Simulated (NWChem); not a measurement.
Energy and gradient calculation, with input and output: CH5SeSi (charge −1) (part 2 of 2)

Continued. System: CH5SeSi, charge −1, SMILES C[Se][SiH2-]. Method: HF/STO-3G, RHF (NWChem 7.3.0). The geometry comes from this level: GFN2-xTB.

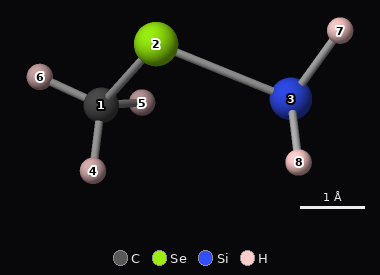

**Figure 1.** The structure (ball-and-stick view, seen at a tilt; atoms are numbered from 1 in the order of the input).

The program's output, continued
```
 Vector   20  Occ=2.000000D+00  E=-1.346787D+00
              MO Center=  1.5D-01,  4.5D-01,  1.2D+00, r^2= 1.0D-01
   Bfn.  Coefficient  Atom+Function         Bfn.  Coefficient  Atom+Function
  ----- ------------  ---------------      ----- ------------  ---------------
    19      0.720083  2 Se d -2              20     -0.449762  2 Se d -1
    21     -0.385401  2 Se d  0              23      0.331094  2 Se d  2

 Vector   21  Occ=2.000000D+00  E=-7.347725D-01
              MO Center= -7.6D-01,  1.1D+00, -3.1D-01, r^2= 1.3D+00
   Bfn.  Coefficient  Atom+Function         Bfn.  Coefficient  Atom+Function
  ----- ------------  ---------------      ----- ------------  ---------------
     2      0.607689  1 C  s                 15      0.244391  2 Se s
     1     -0.211348  1 C  s                 35      0.190232  6 H  s
    33      0.186402  4 H  s                 34      0.181783  5 H  s

 Vector   22  Occ=2.000000D+00  E=-4.963418D-01
              MO Center=  5.5D-02,  3.2D-01,  6.2D-01, r^2= 2.6D+00
   Bfn.  Coefficient  Atom+Function         Bfn.  Coefficient  Atom+Function
  ----- ------------  ---------------      ----- ------------  ---------------
    15      0.788883  2 Se s                 29      0.233403  3 Si s
    11     -0.205938  2 Se s                  2     -0.173764  1 C  s
     5      0.163709  1 C  pz

 Vector   23  Occ=2.000000D+00  E=-3.657217D-01
              MO Center= -2.1D-01,  5.4D-01, -1.5D-01, r^2= 3.9D+00
   Bfn.  Coefficient  Atom+Function         Bfn.  Coefficient  Atom+Function
  ----- ------------  ---------------      ----- ------------  ---------------
    29     -0.342338  3 Si s                 35      0.334321  6 H  s
     5      0.327794  1 C  pz                34     -0.318360  5 H  s
     4      0.292502  1 C  py                15      0.254676  2 Se s
    37     -0.157022  8 H  s                 36     -0.153447  7 H  s

 Vector   24  Occ=2.000000D+00  E=-3.515927D-01
              MO Center= -9.6D-01,  9.5D-01, -5.0D-01, r^2= 1.3D+00
   Bfn.  Coefficient  Atom+Function         Bfn.  Coefficient  Atom+Function
  ----- ------------  ---------------      ----- ------------  ---------------
    33      0.482043  4 H  s                  3     -0.432520  1 C  px
    34     -0.323191  5 H  s                  4     -0.312337  1 C  py
    35     -0.165338  6 H  s

 Vector   25  Occ=2.000000D+00  E=-3.396871D-01
              MO Center=  3.8D-01, -4.0D-01,  7.9D-02, r^2= 5.0D+00
   Bfn.  Coefficient  Atom+Function         Bfn.  Coefficient  Atom+Function
  ----- ------------  ---------------      ----- ------------  ---------------
    29      0.471634  3 Si s                 35      0.325090  6 H  s
     4      0.281759  1 C  py                36      0.270594  7 H  s
    37      0.259660  8 H  s                 15     -0.216456  2 Se s
     3     -0.202969  1 C  px                34     -0.195051  5 H  s
    25     -0.188302  3 Si s

 Vector   26  Occ=2.000000D+00  E=-1.568971D-01
              MO Center=  7.5D-02,  1.1D-01,  6.4D-01, r^2= 3.4D+00
   Bfn.  Coefficient  Atom+Function         Bfn.  Coefficient  Atom+Function
  ----- ------------  ---------------      ----- ------------  ---------------
     5      0.399604  1 C  pz                18     -0.393244  2 Se pz
    15     -0.389262  2 Se s                 16     -0.312187  2 Se px
    37      0.284328  8 H  s                  3      0.244394  1 C  px
     2      0.180901  1 C  s                 17      0.162644  2 Se py
     4     -0.158643  1 C  py

 Vector   27  Occ=2.000000D+00  E=-1.322569D-01
              MO Center=  1.0D+00, -1.3D+00,  5.1D-01, r^2= 3.2D+00
   Bfn.  Coefficient  Atom+Function         Bfn.  Coefficient  Atom+Function
  ----- ------------  ---------------      ----- ------------  ---------------
    36      0.513947  7 H  s                 37     -0.455788  8 H  s
    30      0.349366  3 Si px                18     -0.225055  2 Se pz
     5      0.195953  1 C  pz                15     -0.189325  2 Se s
    17      0.177656  2 Se py                26     -0.153182  3 Si px

 Vector   28  Occ=2.000000D+00  E=-5.680059D-02
              MO Center=  4.3D-01, -1.0D-01,  8.2D-01, r^2= 3.0D+00
   Bfn.  Coefficient  Atom+Function         Bfn.  Coefficient  Atom+Function
  ----- ------------  ---------------      ----- ------------  ---------------
    18      0.495339  2 Se pz                17      0.470005  2 Se py
    31     -0.325935  3 Si py                16     -0.318991  2 Se px
    36      0.269434  7 H  s                 37      0.230003  8 H  s
    29     -0.210475  3 Si s                 15      0.152849  2 Se s

 Vector   29  Occ=2.000000D+00  E=-1.212424D-03
              MO Center=  2.0D-01,  3.3D-01,  1.1D+00, r^2= 1.9D+00
   Bfn.  Coefficient  Atom+Function         Bfn.  Coefficient  Atom+Function
  ----- ------------  ---------------      ----- ------------  ---------------
    16      0.722807  2 Se px                17      0.662678  2 Se py
    12     -0.203341  2 Se px                13     -0.186907  2 Se py

 Vector   30  Occ=2.000000D+00  E= 7.191838D-02
              MO Center=  9.6D-01, -1.0D+00, -2.2D-01, r^2= 2.4D+00
   Bfn.  Coefficient  Atom+Function         Bfn.  Coefficient  Atom+Function
  ----- ------------  ---------------      ----- ------------  ---------------
    29      0.660883  3 Si s                 32     -0.641955  3 Si pz
    16     -0.297661  2 Se px                18      0.272618  2 Se pz
    37     -0.264088  8 H  s                 28      0.229934  3 Si pz
    36     -0.212318  7 H  s                 25     -0.166374  3 Si s
    17      0.161711  2 Se py

 Vector   31  Occ=0.000000D+00  E= 6.049349D-01
              MO Center=  2.9D-01, -1.4D-03,  4.8D-01, r^2= 3.1D+00
   Bfn.  Coefficient  Atom+Function         Bfn.  Coefficient  Atom+Function
  ----- ------------  ---------------      ----- ------------  ---------------
    17      0.601606  2 Se py                16     -0.533382  2 Se px
    31      0.517482  3 Si py                 2     -0.477668  1 C  s
     5     -0.429451  1 C  pz                18     -0.358129  2 Se pz
    32      0.323810  3 Si pz                30     -0.317283  3 Si px
     3     -0.301511  1 C  px                 4      0.205050  1 C  py

 Vector   32  Occ=0.000000D+00  E= 6.734921D-01
              MO Center=  3.4D-01, -1.7D-01,  2.3D-01, r^2= 2.8D+00
   Bfn.  Coefficient  Atom+Function         Bfn.  Coefficient  Atom+Function
  ----- ------------  ---------------      ----- ------------  ---------------
    18      0.778432  2 Se pz                31      0.646729  3 Si py
    15     -0.561959  2 Se s                  5      0.525680  1 C  pz
     2      0.355756  1 C  s                 32      0.343293  3 Si pz
    30     -0.322156  3 Si px                29      0.254304  3 Si s
     3      0.228838  1 C  px                27     -0.202373  3 Si py

 Vector   33  Occ=0.000000D+00  E= 7.988612D-01
              MO Center=  1.1D+00, -1.4D+00,  5.2D-02, r^2= 2.0D+00
   Bfn.  Coefficient  Atom+Function         Bfn.  Coefficient  Atom+Function
  ----- ------------  ---------------      ----- ------------  ---------------
    30      1.013496  3 Si px                37      0.660523  8 H  s
    36     -0.639668  7 H  s                 31      0.441086  3 Si py
    26     -0.295784  3 Si px                32      0.194804  3 Si pz

 Vector   34  Occ=0.000000D+00  E= 8.720273D-01
              MO Center=  3.3D-01, -3.9D-01,  1.2D-01, r^2= 5.3D+00
   Bfn.  Coefficient  Atom+Function         Bfn.  Coefficient  Atom+Function
  ----- ------------  ---------------      ----- ------------  ---------------
    29      0.701389  3 Si s                 35     -0.699454  6 H  s
    37     -0.631964  8 H  s                 32      0.597982  3 Si pz
    36     -0.585978  7 H  s                  4      0.582566  1 C  py
     2      0.484597  1 C  s                 31     -0.421808  3 Si py
    34     -0.269526  5 H  s                 33      0.194588  4 H  s

 Vector   35  Occ=0.000000D+00  E= 8.949078D-01
              MO Center= -1.1D+00,  5.8D-01, -3.8D-01, r^2= 1.9D+00
   Bfn.  Coefficient  Atom+Function         Bfn.  Coefficient  Atom+Function
  ----- ------------  ---------------      ----- ------------  ---------------
    33      1.139194  4 H  s                  3      0.876808  1 C  px
     2     -0.541526  1 C  s                  4      0.482303  1 C  py
    34     -0.272984  5 H  s                 37      0.239807  8 H  s
    29     -0.229821  3 Si s                 32     -0.211846  3 Si pz
    31      0.195687  3 Si py                36      0.188858  7 H  s

 Vector   36  Occ=0.000000D+00  E= 9.027181D-01
              MO Center= -4.0D-01,  9.1D-01, -1.7D-01, r^2= 3.7D+00
   Bfn.  Coefficient  Atom+Function         Bfn.  Coefficient  Atom+Function
  ----- ------------  ---------------      ----- ------------  ---------------
    35      0.946277  6 H  s                  4     -0.752414  1 C  py
    34     -0.497260  5 H  s                  3      0.464980  1 C  px
     5     -0.440892  1 C  pz                36     -0.413395  7 H  s
    29      0.402578  3 Si s                 32      0.392643  3 Si pz
     2     -0.292113  1 C  s                 37     -0.260270  8 H  s

 Vector   37  Occ=0.000000D+00  E= 9.094064D-01
              MO Center= -3.1D-01,  7.2D-01, -7.6D-01, r^2= 2.6D+00
   Bfn.  Coefficient  Atom+Function         Bfn.  Coefficient  Atom+Function
  ----- ------------  ---------------      ----- ------------  ---------------
     2      1.142011  1 C  s                 34     -1.063777  5 H  s
     5     -0.637178  1 C  pz                33     -0.433588  4 H  s
    35     -0.347832  6 H  s                 31      0.300144  3 Si py
    36      0.273239  7 H  s                 37      0.267423  8 H  s
    32     -0.265669  3 Si pz                29     -0.233265  3 Si s

 center of mass
 --------------
 x =   0.50030717 y =   0.17169942 z =   1.31255585

 moments of inertia (a.u.)
 ------------------
         539.622923779948         201.789173808949          16.464393096417
         201.789173808949         357.910507445997        -102.164907916888
          16.464393096417        -102.164907916888         491.231682246352

  Mulliken analysis of the total density
  --------------------------------------

    Atom       Charge   Shell Charges
 -----------   ------   -------------------------------------------------------
    1 C    6     6.25   1.99  1.23  3.03
    2 Se  34    34.38   2.00  2.00  6.00  2.00  5.98  1.88  4.53 10.00
    3 Si  14    13.85   2.00  1.99  5.89  1.64  2.33
    4 H    1     0.97   0.97
    5 H    1     0.95   0.95
    6 H    1     0.98   0.98
    7 H    1     1.30   1.30
    8 H    1     1.30   1.30

       Multipole analysis of the density wrt the origin
       ------------------------------------------------

     L   x y z        total         open         nuclear
     -   - - -        -----         ----         -------
     0   0 0 0     -1.000000      0.000000     59.000000

     1   1 0 0     -1.274663      0.000000     29.003288
     1   0 1 0      1.104702      0.000000      5.778650
     1   0 0 1     -1.106527      0.000000     68.361518

     2   2 0 0    -32.590528      0.000000    108.583651
     2   1 1 0      3.005613      0.000000   -110.093754
     2   1 0 1     -0.393138      0.000000     34.466149
     2   0 2 0    -34.737388      0.000000    191.736075
     2   0 1 1     -0.822416      0.000000     47.167461
     2   0 0 2    -32.825261      0.000000    185.370628

                              NWChem Gradients Module
                              -----------------------

  wavefunction    =   RHF

                         RHF ENERGY GRADIENTS

    atom               coordinates                        gradient
                 x          y          z           x          y          z
   1 C      -1.499781   2.138943  -0.695797   -0.007620   0.005643  -0.023147
   2 Se      0.292643   0.842969   2.252024    0.003102   0.001201   0.007376
   3 Si      2.064998  -2.518003  -0.190484   -0.007645   0.007988   0.006495
   4 H      -3.195508   1.002651  -0.985171   -0.001737  -0.007925   0.006869
   5 H      -0.264562   1.966317  -2.336646    0.009555  -0.005709  -0.000183
   6 H      -2.031871   4.101046  -0.358349    0.001736   0.003286   0.009447
   7 H       4.231418  -2.963752   1.535251    0.014016   0.003550  -0.000337
   8 H       0.402663  -4.570170   0.779172   -0.011408  -0.008034  -0.006520

                 ----------------------------------------
                 |  Time  |  1-e(secs)   |  2-e(secs)   |
                 ----------------------------------------
                 |  CPU   |       0.00   |       1.03   |
                 ----------------------------------------
                 |  WALL  |       0.00   |       1.03   |
                 ----------------------------------------

 Task  times  cpu:        3.4s     wall:        3.4s
 Total times  cpu:        3.4s     wall:        3.4s
```

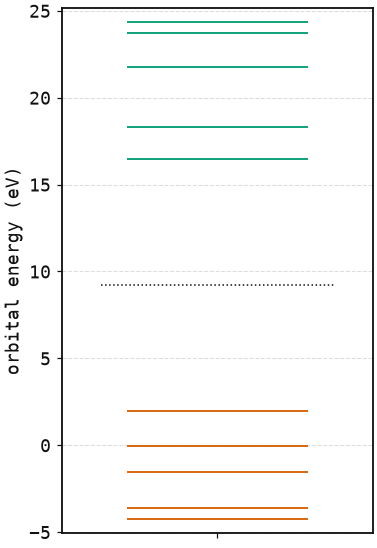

**Figure 2.** Orbital energies near the frontier; the dotted line parts filled from empty levels, and levels within 0.02 eV of each other stand side by side. Highest filled 1.96 eV, lowest empty 16.46 eV, 14.50 eV apart.

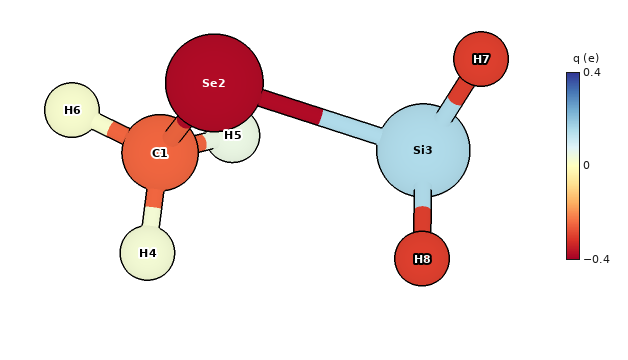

**Figure 3.** Mulliken charges, as the colour of each atom (ball-and-stick view, seen at a tilt; atoms are numbered from 1 in the order of the input). By element: C −0.25, Se −0.38, Si +0.15 and H −0.30 to +0.05 e.

The run was set up as follows.

Input file
```
start ch5sesi
memory total 2200 mb
charge -1

geometry units angstroms noautosym nocenter noautoz
C       -0.793650       1.131880      -0.368200
Se       0.154860       0.446080       1.191720
Si       1.092750      -1.332470      -0.100800
H       -1.690990       0.530580      -0.521330
H       -0.140000       1.040530      -1.236500
H       -1.075220       2.170180      -0.189630
H        2.239170      -1.568350       0.812420
H        0.213080      -2.418430       0.412320
end

basis spherical bse
* library STO-3G
end

scf
thresh 1e-08
maxiter 80
print medium
end

task scf gradient
```

Run as:
```bash
nwchem ch5sesi.nw > ch5sesi.out
```

Summary

| quantity | value |
| --- | --- |
| outcome | converged |
| total energy | −2699.329422 hartree |
| basis functions | 37 |
| largest force | 1.286 eV/Å |
| HOMO | 1.96 eV |
| LUMO | 16.46 eV |
| hardware | 1 thread of Intel Xeon (Sapphire Rapids), 16 GiB of memory available, shared host |
| wall time | 4.2 s |
| peak memory | 0.1 GiB |
